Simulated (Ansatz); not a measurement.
# BH3F− (SMILES [BH3-]F) at FCI/STO-3G

Aim: the vertical singlet–triplet gap of BH3F− at FCI/STO-3G, from 2 runs. 

The results are computed with Ansatz 0.2.0.

3 further runs of the same task are left out: 1 that didn't finish, 2 set aside as unsound or not needed.

### 1 The molecule

BH3F−: 5 atoms, total charge -1, spin state singlet. As SMILES, `[BH3-]F`. The shape is that of a GFN2-xTB optimisation.

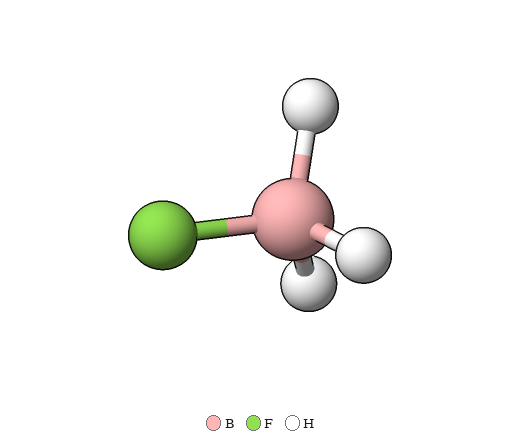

The structure, seen from a chosen angle (boron pink, fluorine green, hydrogen white).

### 2 The energy at FCI/STO-3G

Input file in.yaml:

```yaml
crystal:
  periodic: [false, false, false]
  atoms:
    - symbol: B
      position_ang: [-0.035750, 0.029280, -0.033890]
    - symbol: F
      position_ang: [0.855550, -0.717910, 0.826970]
    - symbol: H
      position_ang: [-1.067340, 0.264210, 0.588100]
    - symbol: H
      position_ang: [-0.274560, -0.651290, -1.027540]
    - symbol: H
      position_ang: [0.522090, 1.075700, -0.353640]
basis:
  gaussian: {orbitals: STO-3G}
total_charge: -1
correlation: {method: fci, frozen_orbitals: {B: 1, F: 1, H: 0}}
accuracy: high
```

Run with:

```
$ ansatz run in.yaml --threads 1 --pin off --max-ram 2610MiB --events-out events.jsonl --progress --plain --runs-dir runs
```

The log of the run:

```text
Warning: RAYON_NUM_THREADS=1 ignored (pool sized by the plan → 1); use --threads N
Functional definition: HF
  name "HF"
  exchange = exact_x
  correlation = 0
207 factors; integrals over basis functions are off by at most 4.5e-8 eV
mean field evaluation 1: about -3374.5237 eV, gradient 1.4e1 eV
mean field evaluation 2: about -3374.5895 eV, gradient 1.4e1 eV
mean field evaluation 4: about -3375.4555 eV, gradient 6.2e-1 eV
mean field evaluation 8: about -3375.4565 eV, gradient 2.7e-6 eV
mean field -3375.45648571 eV, -124.0457378832 hartree, gradient 1.5e-8 eV, S^2 0.000000; 0 other end points of the search recorded, 0 dependent functions left out
2 core orbitals not correlated: weight in the atoms' cores, before any rotation towards them, 1.000 or more for the frozen orbitals, at most 0.000 for the correlated occupied ones
reference -3375.45648571 eV, -124.0457378832 hartree; 7, 7 occupied and 4, 4 virtual orbitals, 207 factors
state -3377.52669179 eV, -124.1218165534 hartree
Total energy: -3377.52669179 eV, -124.1218165534 hartree
```

Run time: 2 s. Hardware: 1 thread of AMD EPYC 7R43 (Zen 3), shared host; peak memory 0.091 GiB.

### 3 The triplet, same level

Input file run.yaml:

```yaml
crystal:
  periodic: [false, false, false]
  atoms:
    - {symbol: B, position_ang: [-0.035750, 0.029280, -0.033890]}
    - {symbol: F, position_ang: [0.855550, -0.717910, 0.826970]}
    - {symbol: H, position_ang: [-1.067340, 0.264210, 0.588100]}
    - {symbol: H, position_ang: [-0.274560, -0.651290, -1.027540]}
    - {symbol: H, position_ang: [0.522090, 1.075700, -0.353640]}
basis:
  gaussian:
    orbitals: STO-3G
total_charge: -1
magnetization:
  spin_polarized: true
  initial_magnetization: 2
correlation:
  method: fci
  frozen_orbitals: {B: 1, F: 1, H: 0}
accuracy: high
```

Run with:

```
$ ansatz run run.yaml --threads 1 --pin off --max-ram 2610MiB --events-out events.jsonl --progress --plain --runs-dir runs
```

The log of the run, cut to the lines that bear on the results:

```text
Warning: RAYON_NUM_THREADS=1 ignored (pool sized by the plan → 1); use --threads N
[... 2 set-up lines as earlier in the session ...]
[...]
207 factors; integrals over basis functions are off by at most 4.5e-8 eV
[...]
mean field -3362.54985871 eV, -123.5714280893 hartree, gradient 2.9e-8 eV, S^2 2.005863; 7 other end points of the search recorded, 0 dependent functions left out
2 core orbitals not correlated: weight in the atoms' cores, before any rotation towards them, 1.000 or more for the frozen orbitals, at most 0.000 for the correlated occupied ones
reference -3362.50524614 eV, -123.5697886078 hartree; 8, 6 occupied and 3, 5 virtual orbitals, 207 factors
state -3364.13712984 eV, -123.6297592275 hartree
Total energy: -3364.13712984 eV, -123.6297592275 hartree
```

Run time: 1.2 s. Hardware: 1 thread of AMD EPYC 7R43 (Zen 3), shared host; peak memory 0.089 GiB.

### 4 Outcome

At FCI/STO-3G, 2 core orbitals frozen:

| quantity | value |
| --- | --- |
| singlet: total energy | -124.12182 Eh |
| singlet: correlation energy (2 core orbitals frozen) | -76.1 mEh |
| triplet: total energy | -123.62976 Eh |
| triplet: correlation energy (2 core orbitals frozen) | -60.0 mEh |
| vertical energy of the triplet above the singlet | 13.390 eV |

In words: At this shape the triplet lies 13.39 eV (1292 kJ/mol) above the singlet. For an anion a state so high probably lies above electron detachment. In a minimal basis such a difference can be off by several eV, whatever the method.
